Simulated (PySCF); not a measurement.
## Electronic structure of C$_{4}$H$_{9}$Si$_{2}$ (doublet) in real space

```tsv
atom	x (Å)	y (Å)	z (Å)
C	2.7692	0.0498	-0.3244
C	1.7656	-0.7593	-0.1656
C	0.4051	-0.2413	-0.0267
Si	0.4198	1.6502	-0.0783
C	-0.6428	-1.0624	0.1077
Si	-2.4523	-0.5868	0.2702
H	3.8258	0.0264	-0.4550
H	1.8767	-1.8492	-0.1319
H	1.2600	2.1387	1.0173
H	-0.9424	2.1686	0.0852
H	0.9520	2.0742	-1.3748
H	-0.4421	-2.1327	0.1178
H	-3.2270	-1.8330	0.3040
H	-2.8856	0.2101	-0.8802
H	-2.6864	0.1546	1.5125
```

Geometry: GFN2-xTB.

Theory: PySCF 2.14.0, density-fitted response routines, UKS B3LYP, pcH-1 on C H Si, non-relativistic, mean-field spin-orbit, GIAO.

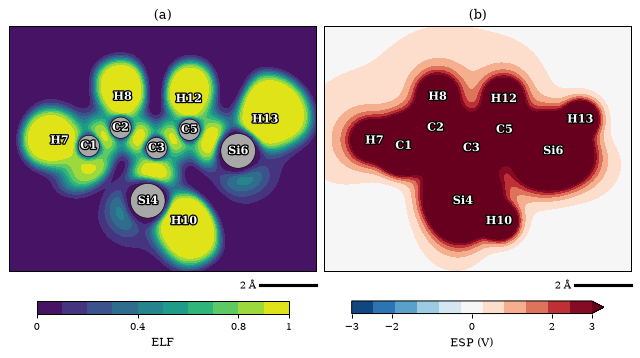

Figure 1. (a) electron localisation function; (b) molecular electrostatic potential on the plane of atoms C2, C3 and Si4. Grey discs cover the atomic cores in the ELF map.

### Read the bonding off the picture.

The plane passes through C, Si and H nuclei.
C–C (1.30 Å): the ELF peaks at about 0.90 between the atoms (a short, multiple covalent bond).
C–Si (1.88 Å): the ELF peaks at about 0.95 between the atoms: localised, covalent bonding.
C–H (1.06 Å): the ELF climbs to about 1 towards the hydrogen, as it does in any bond to H (an ordinary covalent bond to hydrogen).
C–C (1.46 Å): the ELF peaks at about 0.95 between the atoms; a shared electron pair.
Si–H (1.47 Å): the ELF climbs to about 1 towards the hydrogen.
The potential has no marked negative region in this plane.

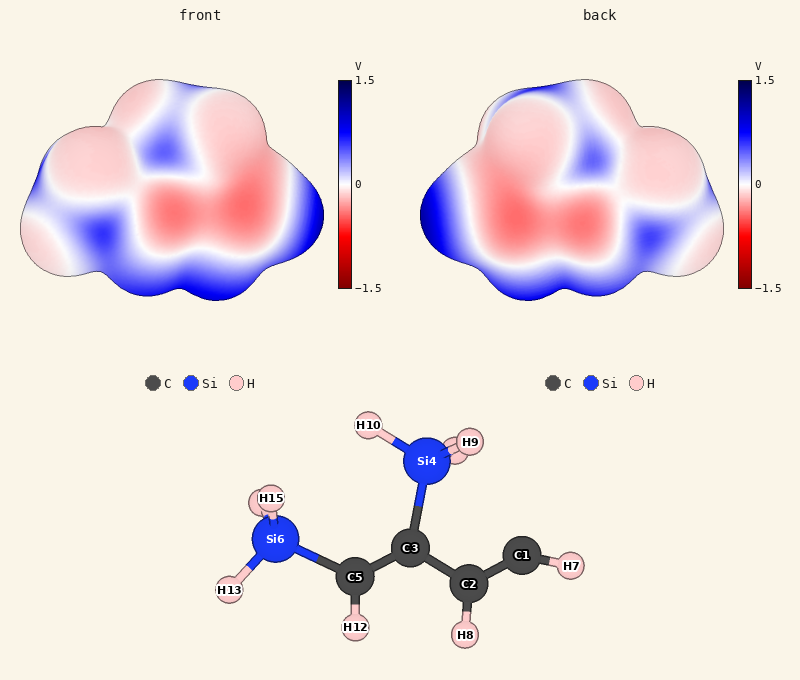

Figure 2. The electrostatic potential painted on the density surface at 0.001 e/bohr³, seen from the front and from behind; the colour scale runs from red (negative) to blue (positive). The bare structure is drawn below in the same view.

### Where is the surface potential most negative and most positive?

The most negative region (about −0.4 V, or −9 kcal/mol for a unit charge) lies over C1, C2, C3 and C5, the most positive (about +1.1 V, or +25 kcal/mol for a unit charge) over H7.
